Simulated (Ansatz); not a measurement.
## Work function of Cu(111): what the settings cost and change

How thick a slab and how much vacuum does the work function of Cu(111) need?

Calculated with Ansatz 0.2.0; plane-wave DFT, PBE, Ansatz PAW.

The experiments to compare with:

“Anisotropic work function of elemental crystals” (2019, arxiv:1902.07811) quotes from earlier work for Cu (clean (111) face, a compiled value): work function (clean (111) face, a compiled value) 4.9 eV.

## 1. The starting structure

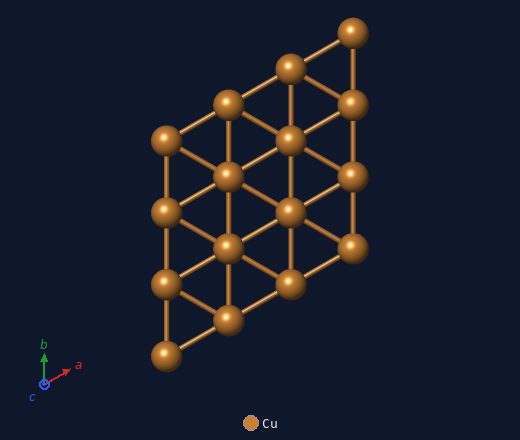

The cell as given, from above (copper orange). 4×4×1 cells are drawn.

The cell holds 1 atom: 1 Cu. Cell: a = 2.553 Å, b = 2.553 Å, c = 18.000 Å, α = 90.0°, β = 90.0°, γ = 60.0°. Vacuum lies along c.

## 2. Slab, setting 1 layer

A work function rests on the faint tail of the density, so the SCF threshold is tight. The slab grows from one layer, at fixed mesh and 18 Å of vacuum; then the vacuum is varied on one slab.

File input.yaml:

```yaml
crystal:
  lattice:
    - [2.5526554801, 0.0, 0.0]
    - [1.27632774, 2.2106644929, 0.0]
    - [0.0, 0.0, 18.0]
  atoms:
    - { symbol: Cu, position: [0.6666666667, 0.6666666667, 0.5] }
kpoints:
  mp_grid: { grid: [18, 18, 1] }
hamiltonian:
  xc: pbe
scf:
  occupations: { method: fermi_dirac, width: 0.1 }
  convergence: { dr2_threshold: 1.0e-09 }
efield:
  axis: 3
  dipole_correction: true
  ramp_position: 0.97
  ramp_width: 0.06
output:
  write_potential: true
  write_density: true
  volumetric_format: npy
  elf: true
```

On the command line:

```
$ ansatz run input.yaml --threads 2 --pin off --max-ram 3072MiB --backend cpu --events-out ev --progress --plain --runs-dir out
```

Numbers of over 12 decimals in the logs are rounded to 6 here.

Log:

```text
Engine: ansatz 0.2.0, aarch64-unknown-linux-gnu
Pseudopotentials: kind: paw
Pseudopotential: Cu, paw, valence charge 19, recommended cutoff 420 eV (normal), Cu.paw.azcp
Functional definition: PBE
  parameter kappa = 0.804
  parameter beta = 0.066725
  exchange = pbe_x(kappa = kappa, mu = beta*pi^2/3)
  correlation = pbe_c(beta = beta)
Crystal: 1 atoms, lattice volume = 101.575 Å³
Basis set: ecut = 420 eV, 2011 PW (Γ)
Bands: 14, of which v1, the nominal top of the filled ones, is band 10 counted from 1 (9 counted from 0)
Symmetry: 12 space group operations
k-points: 37 of 324
Non-local potential: Cu, projectors of the file, l = 0: 3, l = 1: 2, l = 2: 3, l = 3: 1
PAW form: soft (Blöchl's): semilocal exchange-correlation on the pseudo side does not see the compensation charge
PAW one-centre angular grid: Cu, 590 points (default); XC on 64 Gauss nodes
Initial density: superposition of atomic densities (neutral atoms: chi_scale 0, normalization atom), corrected by the library's trained network
Initial wavefunctions: pseudopotential atomic-orbital guess
Functional: x = pbe(κ = 0.804, μ = 0.219515), c = pbe(β = 0.066725)
SCF iter   1: F=—  HF=-6624.391167 eV  |F-HF|=—  |Δ(HF+E_count)|=         —  Δρ=1.32e-3  dr2=2.28e-3  ethr=1.77e-3  p=-0.000 e·Å  D=-2.85e-15 V/Å  ΔV_dip=0.00 eV  dr2_dipole=1.12e-11  V_vac-E_F(+/−)=5.10/5.10 eV  ⟨swp⟩=5.5  Hψ=2736  notcnv=0
efield: sawtooth ramp at fractional position 0.9700 (set: `efield.ramp_position`, or a place that a band, a saddle search or an elastic batch's reference lends), width 0.0600; the density the first Hamiltonian is built on has a dipole p = -0.000 e·Å; the dipole correction subtracts the counter field D = -2.85e-15 V/Å, which shifts the + side's vacuum level by +0.00 eV against the − side's; the planar-averaged density in the ramp window peaks in size at 8.2e-6 e/Å³
preconditioner: auto → LDOS  [insulator: Δε(μ)=0.266 eV  Ē_g=8.929 eV  σ=0.100 eV  W_gap=0.52  n_scr=10 (ndim 8)  ℏωp=12.2 eV  f_vac=0.788  D(μ)=0.27/eV (n_scr^D=2)  ε∞_Penn≈2.9  β→1.0]
SCF iter   2: F=—  HF=-6624.391984 eV  |F-HF|=—  |Δ(HF+E_count)|=   8.18e-4  Δρ=3.59e-3  dr2=7.76e-3  ethr=1.20e-5  p=-0.000 e·Å  D=-3.22e-6 V/Å  ΔV_dip=0.00 eV  dr2_dipole=1.14e-10  V_vac-E_F(+/−)=4.90/4.90 eV  ⟨swp⟩=2.3  Hψ=1276  notcnv=0  defer=6
SCF iter   3: F=—  HF=-6624.391668 eV  |F-HF|=—  |Δ(HF+E_count)|=   3.17e-4  Δρ=2.97e-3  dr2=5.05e-3  ethr=1.20e-5  p=0.000 e·Å  D=8.69e-7 V/Å  ΔV_dip=-0.00 eV  dr2_dipole=3.12e-12  V_vac-E_F(+/−)=4.99/4.99 eV  ⟨swp⟩=2.0  Hψ=1020  notcnv=0  defer=6
SCF iter   4: F=—  HF=-6624.390750 eV  |F-HF|=—  |Δ(HF+E_count)|=   9.18e-4  Δρ=1.19e-3  dr2=8.15e-4  ethr=1.20e-5  p=0.000 e·Å  D=2.08e-6 V/Å  ΔV_dip=-0.00 eV  dr2_dipole=3.29e-11  V_vac-E_F(+/−)=4.97/4.97 eV  ⟨swp⟩=2.1  Hψ=661  notcnv=0  defer=6
SCF iter   5: F=—  HF=-6624.390591 eV  |F-HF|=—  |Δ(HF+E_count)|=   1.59e-4  Δρ=2.73e-4  dr2=4.29e-5  ethr=4.29e-6  p=-0.000 e·Å  D=-3.86e-6 V/Å  ΔV_dip=0.00 eV  dr2_dipole=1.25e-10  V_vac-E_F(+/−)=4.96/4.96 eV  ⟨swp⟩=2.6  Hψ=696  notcnv=0  defer=6
SCF iter   6: F=—  HF=-6624.390581 eV  |F-HF|=—  |Δ(HF+E_count)|=   9.37e-6  Δρ=2.40e-5  dr2=3.19e-7  ethr=2.26e-7  p=0.000 e·Å  D=1.41e-6 V/Å  ΔV_dip=-0.00 eV  dr2_dipole=1.69e-11  V_vac-E_F(+/−)=4.96/4.96 eV  ⟨swp⟩=2.0  Hψ=657  notcnv=0  defer=6
SCF iter   7: F=—  HF=-6624.390576 eV  |F-HF|=—  |Δ(HF+E_count)|=   4.96e-6  Δρ=2.54e-6  dr2=4.69e-9  ethr=1.68e-9  p=-0.000 e·Å  D=-3.46e-6 V/Å  ΔV_dip=0.00 eV  dr2_dipole=1.01e-10  V_vac-E_F(+/−)=4.95/4.95 eV  ⟨swp⟩=2.6  Hψ=840  notcnv=0  defer=6
SCF iter   8: F=—  HF=-6624.390576 eV  |F-HF|=—  |Δ(HF+E_count)|=   3.77e-9  Δρ=6.59e-7  dr2=2.32e-9  ethr=5.26e-12  p=0.000 e·Å  D=6.71e-6 V/Å  ΔV_dip=-0.00 eV  dr2_dipole=3.78e-10  V_vac-E_F(+/−)=4.95/4.96 eV  ⟨swp⟩=5.7  Hψ=1801  notcnv=0
SCF iter   9: F=-6624.390576 eV  HF=-6624.390576 eV  |F-HF|=2.49e-10  |Δ(HF+E_count)|=  3.71e-10  Δρ=1.24e-7  dr2=9.18e-12  ethr=5.26e-12  p=0.000 e·Å  D=2.59e-7 V/Å  ΔV_dip=-0.00 eV  dr2_dipole=6.28e-13  V_vac-E_F(+/−)=4.96/4.96 eV  ⟨swp⟩=1.1  Hψ=1399  notcnv=0
SCF 1 converged in 9 iterations: F = -6624.390576 eV  dr2 = 9.18e-12
  greatest PAW one-centre occupation: 1.000 electrons in one spin orbital (limit 2), on the Cu atom at site 0 (counted from 0), in its partial waves of l = 0
WARN: The output density's exchange-correlation potential varies sharply where the density is thin. Do not read a vacuum level from v_tot or v_xc, or from such a field of the output density. On a cell that repeats whose density bears no net charge and no dipole along the vacuum's axis use v_es (v_loc + v_h of the components); under efield.dipole_correction with no amplitude use v_es + v_field, which holds any externa [...]
SCF converged after 9 iterations
Free energy (F): -6624.390576 eV
Harris-Foulkes:  -6624.390576 eV  (|F-HF|=2.49e-10)
Internal energy: -6624.381100 eV  (E = F + TS)
E sigma→0 (E₀):  -6624.385838 eV
Entropy (-TS):   -0.009476 eV (-9.476 meV/atom)
Fermi energy:    -2.446580 eV
Dipole field:    D = -0.000001 V/Å  (p = -0.000001 e·Å, saw-weighted, corrected)
Work function:   Φ+ = 4.9550 eV   Φ− = 4.9550 eV
Levels:          The Fermi level and band energies are counted from a zero that moves with the ramp; work functions are not
--- Per-component energies (eV) ---
  E_band       = -702.929471
  E_kinetic    = 298.876604
  E_local      = -19085.694854  (includes V_loc(G=0)·N_el)
  E_nonlocal   = 394.131660
  E_hartree    = 9131.034051
  E_xc         = -87.322490
  E_vxc        = -112.449180  (∫ρ·V_xc dr)
  E_paw        = -1667.168960  (= ΣΔE_a)
  E_vpaw       = -459.861935  (= ΣTr[D̂ρ^β])
  E_aug_tail   = 0.000261  (compensation charges beyond the density's cutoff)
  E_efield     = 0.000000  (sawtooth field / dipole correction)
  E_vefield    = 0.000000  (∫n·V_field dr)
  E_ewald      = 4391.762628
  E_smearing   = -0.009476  (= −TS)
  E_closure    = 0.000000  (closes the sum)
  Σ components = -6624.390576   (vs F -6624.390576, Δ=0.00e0)
--- Band table (eV; the first three rows and the last of 37) ---
  k-point 0: bands = [... 6 lower, -4.3795, -4.2766, -3.3764, -3.3764, -1.5098, 2.1191, 2.7718, 2.9635]
  k-point 1: bands = [... 6 lower, -4.3447, -4.2548, -3.4691, -3.3833, -1.3418, 2.2109, 2.8699, 3.0562]
  k-point 2: bands = [... 6 lower, -4.2434, -4.1916, -3.6821, -3.4029, -0.9003, 2.4866, 3.1634, 3.3346]
  k-point 36: bands = [... 6 lower, -4.2591, -4.2591, -3.5997, 3.6760, 3.6760, 4.8666, 8.1720, 10.1594]
```

Wall time 7.3 s (2 threads of Arm Neoverse N1, shared host); peak memory 0.37 GiB.

Numbers from this step:

| Item | Value |
| --- | --- |
| energy at zero smearing | -6624.3858 eV |
| work function, upper face | 4.955 eV |

Running mean over 2.084 Å of the planar mean; the ramp of the sawtooth is left out. The electron's electrostatic potential energy less the Fermi level by z:

```tsv
z (Å)	electron's electrostatic potential energy less the Fermi level (eV)
3.0	4.96
3.5	4.96
4.0	4.95
4.5	4.95
5.0	4.95
5.5	4.95
6.0	4.92
6.5	4.82
7.0	4.38
7.5	2.41
8.0	-2.27
8.5	-6.57
9.0	-7.77
9.5	-6.57
10.0	-2.27
10.5	2.41
11.0	4.38
11.5	4.82
12.0	4.92
12.5	4.95
13.0	4.95
13.5	4.95
14.0	4.95
14.5	4.96
15.0	4.96
```

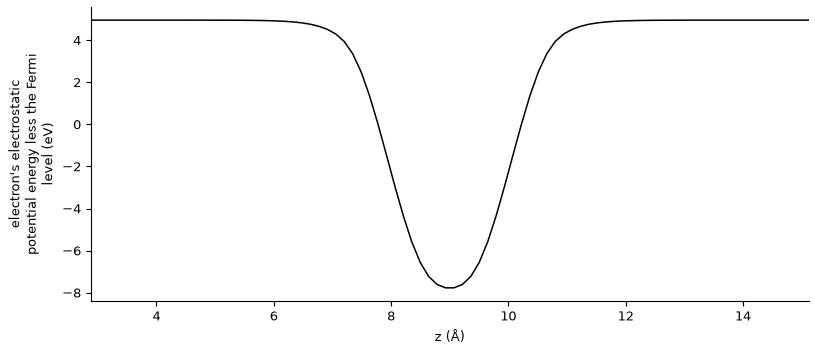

Electron's electrostatic potential energy less the Fermi level, plotted against z.

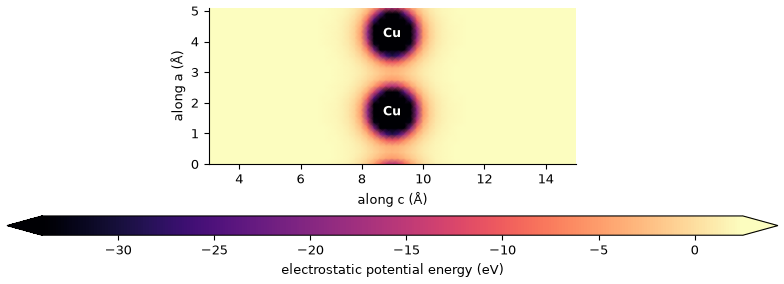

Electrostatic potential energy in the ca plane at fractional y = 0.667, with atoms of Cu within 0.2 Å of it. With pseudopotentials it is smooth inside the atoms' cores, unlike the true potential. The far vacuum is left out of the map.

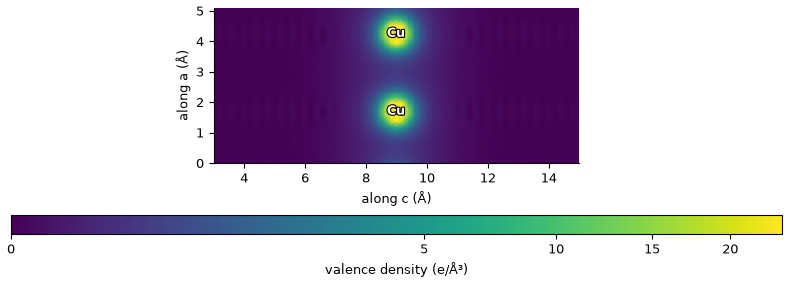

Valence density in the ca plane at fractional y = 0.667, with atoms of Cu within 0.2 Å of it. It is the smooth field of the valence electrons, not physical close to the nuclei. The colour scale is stretched toward low values. The far vacuum is left out of the map.

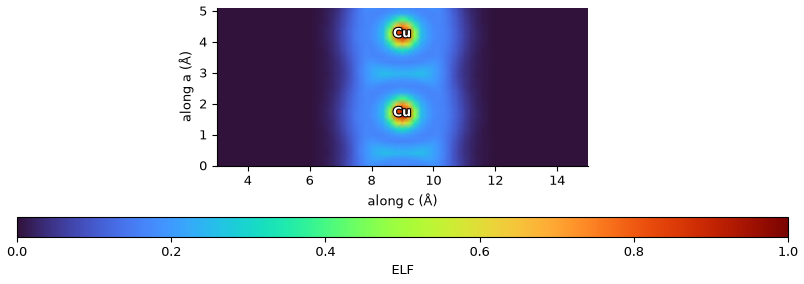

ELF in the ca plane at fractional y = 0.667, with atoms of Cu within 0.2 Å of it. It is the smooth field of the valence electrons, not physical close to the nuclei. The far vacuum is left out of the map.

The work function is 4.955 eV.

## 3. Slab, 2 atoms

System of this step: Cu(111). The cell holds 2 atoms: 2 Cu. Its edges and angles: a = 2.553 Å, b = 2.553 Å, c = 20.084 Å, α = 90.0°, β = 90.0°, γ = 60.0°. Vacuum lies along c.

input.yaml, the sections that differ from step 2:

```yaml
crystal:
  lattice:
    - [2.5526554801, 0.0, 0.0]
    - [1.27632774, 2.2106644929, 0.0]
    - [0.0, 0.0, 20.0842344718]
  atoms:
    - { symbol: Cu, position: [0.6666666667, 0.6666666667, 0.4481126733] }
    - { symbol: Cu, position: [0.0, 0.0, 0.5518873267] }
output:
  write_potential: true
  write_density: true
  volumetric_format: npy
# kpoints, hamiltonian, scf, efield: as in step 2
```

Log:

```text
[...]
Crystal: 2 atoms, lattice volume = 113.337 Å³
Basis set: ecut = 420 eV, 2269 PW (Γ)
Bands: 23, of which v1, the nominal top of the filled ones, is band 19 counted from 1 (18 counted from 0)
Symmetry: 6 space group operations
k-points: 37 of 324 (time reversal used)
[...]
k-point 0: bands = [... 15 lower, -2.1896, -2.0971, -2.0971, -1.7414, -1.7414, -0.1053, 4.0733, 4.3426]
  k-point 1: bands = [... 15 lower, -2.3251, -2.1087, -1.9426, -1.8422, -1.7401, 0.1119, 4.1606, 4.4394]
  k-point 2: bands = [... 15 lower, -2.4756, -2.1379, -2.0794, -1.7379, -1.6758, 0.6451, 4.4229, 4.7297]
  k-point 36: bands = [... 15 lower, -2.1351, -1.8421, -1.8421, 4.0816, 4.2140, 4.2140, 7.0207, 7.5823]
[key lines of the parts left out:]
SCF converged after 9 iterations
Free energy (F): -13249.439495 eV
Fermi energy:    -0.227268 eV
Dipole field:    D = -0.000002 V/Å  (p = -0.000001 e·Å, saw-weighted, corrected)
Work function:   Φ+ = 4.7632 eV   Φ− = 4.7631 eV
```

It took 12 s on 2 threads; peak memory 0.38 GiB; 22 s of CPU time.

The work function is 4.763 eV, -0.192 eV from the run “1 layer”, at 1.7 times its CPU time.

## 4. Slab, 3 atoms

System of this step: Cu(111). The cell holds 3 atoms: 3 Cu. Its edges and angles: a = 2.553 Å, b = 2.553 Å, c = 22.168 Å, α = 90.0°, β = 90.0°, γ = 60.0°. Vacuum lies along c.

input.yaml, the sections that differ from step 3:

```yaml
crystal:
  lattice:
    - [2.5526554801, 0.0, 0.0]
    - [1.27632774, 2.2106644929, 0.0]
    - [0.0, 0.0, 22.1684689435]
  atoms:
    - { symbol: Cu, position: [0.3333333333, 0.3333333333, 0.4059820289] }
    - { symbol: Cu, position: [0.6666666667, 0.6666666667, 0.5] }
    - { symbol: Cu, position: [0.0, 0.0, 0.5940179711] }
# kpoints, hamiltonian, scf, efield, output: as in step 3
```

Log:

```text
[...]
Crystal: 3 atoms, lattice volume = 125.098 Å³
Basis set: ecut = 420 eV, 2493 PW (Γ)
Bands: 35, of which v1, the nominal top of the filled ones, is band 29 counted from 1 (28 counted from 0)
Symmetry: 6 space group operations
k-points: 37 of 324 (time reversal used)
[...]
k-point 1: bands = [... 25 lower, -0.5826, -0.4194, -0.3274, -0.1974, 0.0717, 1.5061, 5.6795, 6.1252, ... 2 higher]
  k-point 2: bands = [... 25 lower, -0.7093, -0.5040, -0.4255, -0.1957, 0.4395, 2.0892, 5.9342, 6.4161, ... 2 higher]
  k-point 36: bands = [... 25 lower, -0.3184, -0.2719, 5.0922, 5.0922, 5.4945, 6.1323, 7.4778, 7.4778, ... 2 higher]
[key lines of the parts left out:]
SCF converged after 10 iterations
Free energy (F): -19874.595537 eV
Fermi energy:    1.379453 eV
Dipole field:    D = 0.000002 V/Å  (p = 0.000002 e·Å, saw-weighted, corrected)
Work function:   Φ+ = 4.7769 eV   Φ− = 4.7769 eV
```

Wall time 19 s (2 threads); peak memory 0.44 GiB; 38 s of CPU time.

The work function is 4.777 eV, +0.014 eV from the run “2 layers”, at 1.7 times its CPU time.

## 5. Run, 4 atoms

System of this step: Cu(111). The cell holds 4 atoms: 4 Cu. Cell: a = 2.553 Å, b = 2.553 Å, c = 24.253 Å, α = 90.0°, β = 90.0°, γ = 60.0°. Vacuum lies along c.

input.yaml, the sections that differ from step 4:

```yaml
crystal:
  lattice:
    - [2.5526554801, 0.0, 0.0]
    - [1.27632774, 2.2106644929, 0.0]
    - [0.0, 0.0, 24.2527034153]
  atoms:
    - { symbol: Cu, position: [0.0, 0.0, 0.3710926508] }
    - { symbol: Cu, position: [0.3333333333, 0.3333333333, 0.4570308836] }
    - { symbol: Cu, position: [0.6666666667, 0.6666666667, 0.5429691164] }
    - { symbol: Cu, position: [0.0, 0.0, 0.6289073492] }
# kpoints, hamiltonian, scf, efield, output: as in step 4
```

Log:

```text
[...]
Crystal: 4 atoms, lattice volume = 136.860 Å³
Basis set: ecut = 420 eV, 2739 PW (Γ)
Bands: 46, of which v1, the nominal top of the filled ones, is band 38 counted from 1 (37 counted from 0)
Symmetry: 6 space group operations
k-points: 37 of 324 (time reversal used)
[...]
k-point 0: bands = [... 34 lower, 0.7073, 1.0094, 1.0094, 1.1367, 1.1367, 1.4914, 2.4609, 6.9360, ... 4 higher]
  k-point 1: bands = [... 34 lower, 0.7415, 0.8590, 1.0073, 1.0079, 1.1379, 1.7228, 2.7308, 7.0155, ... 4 higher]
  k-point 2: bands = [... 34 lower, 0.7095, 0.7130, 1.0036, 1.0080, 1.1410, 2.1487, 3.3452, 7.2536, ... 4 higher]
  k-point 36: bands = [... 34 lower, 1.0419, 1.0621, 6.1196, 6.3736, 6.3736, 7.1743, 7.1743, 7.9063, ... 4 higher]
[key lines of the parts left out:]
SCF converged after 11 iterations
Free energy (F): -26499.784212 eV
Fermi energy:    2.671973 eV
Dipole field:    D = -0.000000 V/Å  (p = -0.000000 e·Å, saw-weighted, corrected)
Work function:   Φ+ = 4.8101 eV   Φ− = 4.8101 eV
```

Wall time 32 s (2 threads); peak memory 0.49 GiB; 62 s of CPU time.

The work function is 4.810 eV, +0.033 eV from the run “3 layers”, at 1.6 times its CPU time.

## 6. Slab, 5 atoms

System of this step: Cu(111). The cell holds 5 atoms: 5 Cu. Cell: a = 2.553 Å, b = 2.553 Å, c = 26.337 Å, α = 90.0°, β = 90.0°, γ = 60.0°. Vacuum lies along c.

input.yaml, the sections that differ from step 5:

```yaml
crystal:
  lattice:
    - [2.5526554801, 0.0, 0.0]
    - [1.27632774, 2.2106644929, 0.0]
    - [0.0, 0.0, 26.3369378871]
  atoms:
    - { symbol: Cu, position: [0.6666666667, 0.6666666667, 0.3417253759] }
    - { symbol: Cu, position: [0.0, 0.0, 0.420862688] }
    - { symbol: Cu, position: [0.3333333333, 0.3333333333, 0.5] }
    - { symbol: Cu, position: [0.6666666667, 0.6666666667, 0.579137312] }
    - { symbol: Cu, position: [0.0, 0.0, 0.6582746241] }
# kpoints, hamiltonian, scf, efield, output: as in step 5
```

Log:

```text
[...]
Crystal: 5 atoms, lattice volume = 148.621 Å³
Basis set: ecut = 420 eV, 2963 PW (Γ)
Bands: 57, of which v1, the nominal top of the filled ones, is band 48 counted from 1 (47 counted from 0)
Symmetry: 6 space group operations
k-points: 37 of 324 (time reversal used)
[...]
k-point 0: bands = [... 44 lower, 1.9023, 2.1416, 2.1416, 2.2248, 2.2248, 2.7995, 3.4764, 7.9974, ... 5 higher]
  k-point 1: bands = [... 44 lower, 1.9454, 2.0087, 2.1337, 2.1413, 2.2262, 3.0348, 3.7593, 8.0743, ... 5 higher]
  k-point 2: bands = [... 44 lower, 1.8865, 1.9017, 2.1399, 2.2302, 2.3391, 3.4985, 4.3926, 8.3034, ... 5 higher]
  k-point 36: bands = [... 44 lower, 2.1607, 7.1860, 7.1860, 7.3720, 7.6504, 8.1789, 8.1789, 9.1438, ... 5 higher]
[key lines of the parts left out:]
SCF converged after 12 iterations
Free energy (F): -33124.955530 eV
Fermi energy:    3.809264 eV
Dipole field:    D = -0.000000 V/Å  (p = -0.000000 e·Å, saw-weighted, corrected)
Work function:   Φ+ = 4.8116 eV   Φ− = 4.8115 eV
```

The job ended after 48 s (2 threads; peak memory 0.57 GiB; 92 s of CPU time).

The work function is 4.812 eV, +0.002 eV from the run “4 layers”, at 1.5 times its CPU time.

## 7. Run, 6 atoms

System of this step: Cu(111). The cell holds 6 atoms: 6 Cu. Its edges and angles: a = 2.553 Å, b = 2.553 Å, c = 28.421 Å, α = 90.0°, β = 90.0°, γ = 60.0°. Vacuum lies along c.

input.yaml, the sections that differ from step 6:

```yaml
crystal:
  lattice:
    - [2.5526554801, 0.0, 0.0]
    - [1.27632774, 2.2106644929, 0.0]
    - [0.0, 0.0, 28.4211723589]
  atoms:
    - { symbol: Cu, position: [0.3333333333, 0.3333333333, 0.3166653327] }
    - { symbol: Cu, position: [0.6666666667, 0.6666666667, 0.3899991996] }
    - { symbol: Cu, position: [0.0, 0.0, 0.4633330665] }
    - { symbol: Cu, position: [0.3333333333, 0.3333333333, 0.5366669335] }
    - { symbol: Cu, position: [0.6666666667, 0.6666666667, 0.6100008004] }
    - { symbol: Cu, position: [0.0, 0.0, 0.6833346673] }
# kpoints, hamiltonian, scf, efield, output: as in step 6
```

Log:

```text
[...]
Crystal: 6 atoms, lattice volume = 160.383 Å³
Basis set: ecut = 420 eV, 3197 PW (Γ)
Bands: 69, of which v1, the nominal top of the filled ones, is band 57 counted from 1 (56 counted from 0)
Symmetry: 6 space group operations
k-points: 37 of 324 (time reversal used)
[...]
k-point 0: bands = [... 53 lower, 2.9380, 2.9380, 3.1340, 3.1340, 3.1852, 3.1852, 3.8971, 4.3762, ... 8 higher]
  k-point 1: bands = [... 53 lower, 2.9384, 2.9676, 3.0050, 3.1341, 3.1780, 3.1866, 4.1406, 4.6685, ... 8 higher]
  k-point 2: bands = [... 53 lower, 2.7756, 2.9386, 2.9904, 3.1340, 3.1906, 3.5170, 4.6346, 5.3144, ... 8 higher]
  k-point 36: bands = [... 53 lower, 3.1252, 8.1139, 8.1250, 8.1250, 8.4938, 8.4938, 9.0640, 9.2487, ... 8 higher]
[key lines of the parts left out:]
SCF converged after 12 iterations
Free energy (F): -39750.143083 eV
Fermi energy:    4.739539 eV
Dipole field:    D = -0.000000 V/Å  (p = -0.000000 e·Å, saw-weighted, corrected)
Work function:   Φ+ = 4.8361 eV   Φ− = 4.8362 eV
```

Elapsed: 63 s, on 2 threads; peak memory 0.66 GiB; 2 min of CPU time.

The work function is 4.836 eV, +0.025 eV from the run “5 layers”, at 1.3 times its CPU time.

(Continued in part 2 of 2.)

[Logs are printed without paths, hosts, clocks, repeated set-up lines and the standing remarks that a program may print on its own settings, such as how far it seeks lower states.]

[Hosts, paths, dates, database ids (printed as entryN), source tags and the programs' standing remarks are cut or masked in the printed files.]

[Maps of the electrostatic potential energy from Ansatz leave out the sawtooth potential of an applied field or a dipole correction, so their vacuum need not be flat; planar profiles and work functions include it.]
